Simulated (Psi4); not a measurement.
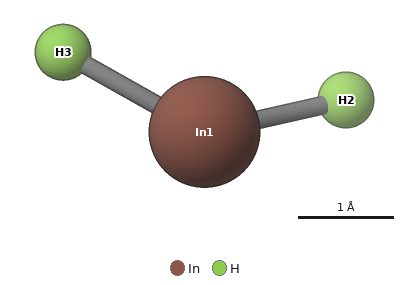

*The input geometry (ball-and-stick view, seen at an oblique angle; atoms are numbered from 1 in the order of the input). Sticks mark near contacts.*

Bond lengths as drawn: H–In 1.76 Å.

**Single-point calculation, with input and output: InH2**

- system: InH2, multiplicity 2
- method: MN15/def2-TZVPP, UKS, core potentials def2 (Psi4 1.11)

The geometry comes from this level: PBE0-D4/def2-TZVP.

**Input (calc.py)**
```python
import psi4

psi4.set_memory('1600 MB')
psi4.set_num_threads(1)
psi4.core.set_output_file('run.log', False)

m = psi4.geometry("""
0 2
In     0.384600    -0.425400     0.149800
H      0.691300     1.265400     0.521600
H     -1.086900    -0.904800    -0.684700
symmetry c1
""")

psi4.set_options({
    'basis': 'def2-TZVPP',
    'reference': 'uks',
    'puream': True,
    'scf_type': 'pk',
    'dft_radial_points': 99,
    'dft_spherical_points': 590,
    'maxiter': 100,
})

energy_value, wavefunction = psi4.energy("mn15", molecule=m, return_wfn=True)
print(f'total energy {energy_value:.8f} hartree = {energy_value * 27.211386:.5f} eV')
```

Launch command:
```bash
python calc.py
```

**The program's output**
```
=> Loading Basis Set <=

    Name: DEF2-TZVPP
    Role: ORBITAL
    Keyword: BASIS

    !!!  WARNING: ECP capability is in beta. Please check occupations closely.  !!!

         ---------------------------------------------------------
                                   SCF
                              UKS Reference
                        1 Threads,   1525 MiB Core
         ---------------------------------------------------------

  ==> Geometry <==

    Molecular point group: c1
    Full point group: Cs

    Geometry (in Angstrom), charge = 0, multiplicity = 2:

       Center              X                  Y                   Z               Mass
    ------------   -----------------  -----------------  -----------------  -----------------
         IN           0.010742234570    -0.010505089402     0.000000000000   114.903878776000
         H            0.455350821014     1.690502839698    -0.000000000000     1.007825032230
         H           -1.680091603774    -0.492799388674    -0.000000000000     1.007825032230

  Running in c1 symmetry.

  Rotational constants: A =     11.20359  B =      3.58677  C =      2.71695 [cm^-1]
  Rotational constants: A = 335875.25763  B = 107528.51859  C =  81452.10037 [MHz]
  Nuclear repulsion =   12.814194965444415

  Charge       = 0
  Multiplicity = 2
  Electrons    = 23
  Nalpha       = 12
  Nbeta        = 11

  ==> Algorithm <==

  SCF Algorithm Type is PK.
  DIIS enabled.
  MOM disabled.
  Fractional occupation disabled.
  Guess Type is SAD.
  Energy threshold   = 1.00e-06
  Density threshold  = 1.00e-06
  Integral threshold = 1.00e-12

  ==> Primary Basis <==

  Basis Set: DEF2-TZVPP
    Blend: DEF2-TZVPP
    Number of shells: 28
    Number of basis functions: 78
    Number of Cartesian functions: 89
    Spherical Harmonics?: true
    Max angular momentum: 3

  Core potential: DEF2-TZVPP
    Number of shells: 4
    Number of ECP primitives: 18
    Number of ECP core electrons: 28
    Max angular momentum: 3

  ==> DFT Potential <==

   => LibXC <=

    Version 7.1.2

   => Composite Functional: MN15 <=

   MN15 Hybrid Meta-GGA Exchange-Correlation Functional

    Deriv               =              1
    GGA                 =           TRUE
    Meta                =           TRUE

    Exchange Hybrid     =           TRUE
    MP2 Hybrid          =          FALSE

   => Exchange Functionals <=

    1.0000   XC_HYB_MGGA_X_MN15

   => Exact (HF) Exchange <=

    0.4400               HF

   => Correlation Functionals <=

    1.0000   XC_MGGA_C_MN15

   => LibXC Density Thresholds  <==

    XC_MGGA_C_MN15:  1.00E-15
    XC_HYB_MGGA_X_MN15:  1.00E-15

   => Molecular Quadrature <=

    Radial Scheme          =       TREUTLER
    Pruning Scheme         =           NONE
    Nuclear Scheme         =       TREUTLER

    Blocking Scheme        =         OCTREE
    BS radius alpha        =              1
    Pruning alpha          =              1
    Radial Points          =             99
    Spherical Points       =            590
    Total Points           =         168408
    Total Blocks           =           1299
    Max Points             =            256
    Max Functions          =             78
    Weights Tolerance      =       1.00E-15

  ==> Integral Setup <==

  Using in-core PK algorithm.
   Calculation information:
      Number of atoms:                   3
      Number of AO shells:              28
      Number of primitives:             45
      Number of atomic orbitals:        89
      Number of basis functions:        78

      Integral cutoff                 1.00e-12
      Number of threads:                 1

  Performing in-core PK
  Using 9495642 doubles for integral storage.
  We computed 82417 shell quartets total.
  Whereas there are 82621 unique shell quartets.

  ==> DiskJK: Disk-Based J/K Matrices <==

    J tasked:                  Yes
    K tasked:                  Yes
    wK tasked:                  No
    Memory [MiB]:              328
    Schwarz Cutoff:          1E-12

  Cached 100.0% of DFT collocation blocks in 0.797 [GiB].

  Minimum eigenvalue in the overlap matrix is 2.7915187061E-03.
  Reciprocal condition number of the overlap matrix is 6.5829944479E-04.
    Using symmetric orthogonalization.

  ==> Pre-Iterations <==

  SCF Guess: Superposition of Atomic Densities via on-the-fly atomic UHF (no occupation information).

   -------------------------
    Irrep   Nso     Nmo
   -------------------------
     A         78      78
   -------------------------
    Total      78      78
   -------------------------

  ==> Iterations <==

                        Total Energy        Delta E     RMS |[F,P]|

   @UKS iter SAD:  -189.92516678119227   -1.89925e+02   0.00000e+00
   @UKS iter   1:  -190.77908179539116   -8.53915e-01   5.29336e-03 ADIIS/DIIS
   @UKS iter   2:  -190.81263078242185   -3.35490e-02   5.24442e-03 ADIIS/DIIS
   @UKS iter   3:  -190.85803198615918   -4.54012e-02   2.60873e-04 ADIIS/DIIS
   @UKS iter   4:  -190.85824817391750   -2.16188e-04   8.73599e-05 DIIS
   @UKS iter   5:  -190.85827422035246   -2.60464e-05   3.67437e-05 DIIS
   @UKS iter   6:  -190.85827867443837   -4.45409e-06   5.51358e-06 DIIS
   @UKS iter   7:  -190.85827896557547   -2.91137e-07   1.30712e-06 DIIS
   @UKS iter   8:  -190.85827900425372   -3.86783e-08   4.47699e-07 DIIS
  Energy and wave function converged.

  ==> Post-Iterations <==

   Electrons on quadrature grid:
      Nalpha   =   11.9999998528 ; deviation = -1.472e-07
      Nbeta    =   10.9999998638 ; deviation = -1.362e-07
      Ntotal   =   22.9999997166 ; deviation = -2.834e-07

   @Spin Contamination Metric:   2.545933977E-03
   @S^2 Expected:                7.500000000E-01
   @S^2 Observed:                7.525459340E-01
   @S   Expected:                5.000000000E-01
   @S   Observed:                5.000000000E-01

    Orbital Energies [Eh]
    ---------------------

    Alpha Occupied:

       1A     -4.533497     2A     -3.018918     3A     -3.008997
       4A     -3.005206     5A     -0.812059     6A     -0.808284
       7A     -0.804785     8A     -0.803986     9A     -0.799612
      10A     -0.460393    11A     -0.332232    12A     -0.220365

    Alpha Virtual:

      13A     -0.058179    14A      0.049480    15A      0.070272
      16A      0.110453    17A      0.114680    18A      0.119291
      19A      0.158134    20A      0.185099    21A      0.186919
      22A      0.190484    23A      0.292898    24A      0.314979
      25A      0.379160    26A      0.420747    27A      0.543422
      28A      0.553252    29A      0.556570    30A      0.596980
      31A      0.639394    32A      0.640451    33A      0.702030
      34A      0.709305    35A      0.856100    36A      0.870302
      37A      0.904608    38A      0.927664    39A      0.953408
      40A      0.992750    41A      0.993717    42A      1.036318
      43A      1.053891    44A      1.107462    45A      1.135152
      46A      1.474707    47A      1.532694    48A      2.134112
      49A      2.139033    50A      2.140535    51A      2.152304
      52A      2.173818    53A      2.178330    54A      2.231573
      55A      2.362243    56A      2.559145    57A      2.852759
      58A      3.138693    59A      3.165920    60A      3.182237
      61A      3.189451    62A      3.246961    63A      3.289859
      64A      3.313464    65A      3.346809    66A      3.596119
      67A      3.669963    68A      3.717541    69A      3.754403
      70A      3.765926    71A      3.811140    72A      4.341196
      73A      4.391725    74A     37.058026    75A     38.372019
      76A     38.581152    77A     38.791442    78A    124.928107

    Beta Occupied:

       1A     -4.533166     2A     -3.018724     3A     -3.007973
       4A     -3.003892     5A     -0.809287     6A     -0.804662
       7A     -0.802958     8A     -0.799168     9A     -0.796346
      10A     -0.438652    11A     -0.311721

    Beta Virtual:

      12A     -0.082246    13A     -0.046617    14A      0.062790
      15A      0.088396    16A      0.123132    17A      0.126536
      18A      0.128274    19A      0.184066    20A      0.188479
      21A      0.219147    22A      0.221247    23A      0.303956
      24A      0.322922    25A      0.395429    26A      0.426997
      27A      0.562548    28A      0.566418    29A      0.580248
      30A      0.620894    31A      0.644679    32A      0.657987
      33A      0.731443    34A      0.739276    35A      0.867721
      36A      0.895903    37A      0.941830    38A      0.946536
      39A      0.982203    40A      1.012565    41A      1.027448
      42A      1.056054    43A      1.071141    44A      1.113361
      45A      1.165776    46A      1.485471    47A      1.550387
      48A      2.151267    49A      2.156560    50A      2.157099
      51A      2.160007    52A      2.183030    53A      2.189259
      54A      2.255899    55A      2.372643    56A      2.571580
      57A      2.866162    58A      3.141395    59A      3.180111
      60A      3.185577    61A      3.205124    62A      3.244382
      63A      3.250241    64A      3.292200    65A      3.301230
      66A      3.568567    67A      3.648121    68A      3.743273
      69A      3.770810    70A      3.777458    71A      3.855279
      72A      4.360608    73A      4.412550    74A     37.064664
      75A     38.379227    76A     38.596880    77A     38.792313
      78A    124.932362

    Final Occupation by Irrep:
              A
    DOCC [    11 ]
    SOCC [     1 ]
    NA   [    12 ]
    NB   [    11 ]

  @UKS Final Energy:  -190.85827900425372

   => Energetics <=

    Nuclear Repulsion Energy =             12.8141949654444147
    One-Electron Energy =                -360.6764122982135632
    Two-Electron Energy =                 166.7198648718926393
    DFT Exchange-Correlation Energy =      -9.7159265433772166
    Empirical Dispersion Energy =           0.0000000000000000
    VV10 Nonlocal Energy =                  0.0000000000000000
    Total Energy =                       -190.8582790042537169

  UHF NO Occupations:
  HONO-2 :   10  A 1.9996724
  HONO-1 :   11  A 1.9992631
  HONO-0 :   12  A 1.0000000
  LUNO+0 :   13  A 0.0007369
  LUNO+1 :   14  A 0.0003276
  LUNO+2 :   15  A 0.0000834
  LUNO+3 :   16  A 0.0000629

Computation Completed

Properties will be evaluated at   0.000000,   0.000000,   0.000000 [a0]

Properties computed using the SCF density matrix

 Multipole Moments:

 ------------------------------------------------------------------------------------
     Multipole            Electronic (a.u.)      Nuclear  (a.u.)        Total (a.u.)
 ------------------------------------------------------------------------------------

 L = 1.  Multiply by 2.5417464519 to convert [e a0] to [Debye]
 Dipole X            :          2.0356219           -1.8881271            0.1474947
 Dipole Y            :         -1.9905507            1.8464449           -0.1441058
 Dipole Z            :         -0.0001112           -0.0000000           -0.0001112
 Magnitude           :                                                    0.2062066

 ------------------------------------------------------------------------------------

	total time  =         10 seconds =       0.17 minutes
```

**Standard output**
```
total energy -190.85827900 hartree = -5193.51830 eV
```

**Results in brief**

- outcome: converged
- total energy: −190.858279 hartree
- basis functions: 78
- ⟨S²⟩: 0.753
- dipole moment: 0.52 D
- hardware: 1 thread of Intel Xeon (Sapphire Rapids), 128 GiB of memory available, shared host
- wall time: 12 s
- peak memory: 1.1 GiB
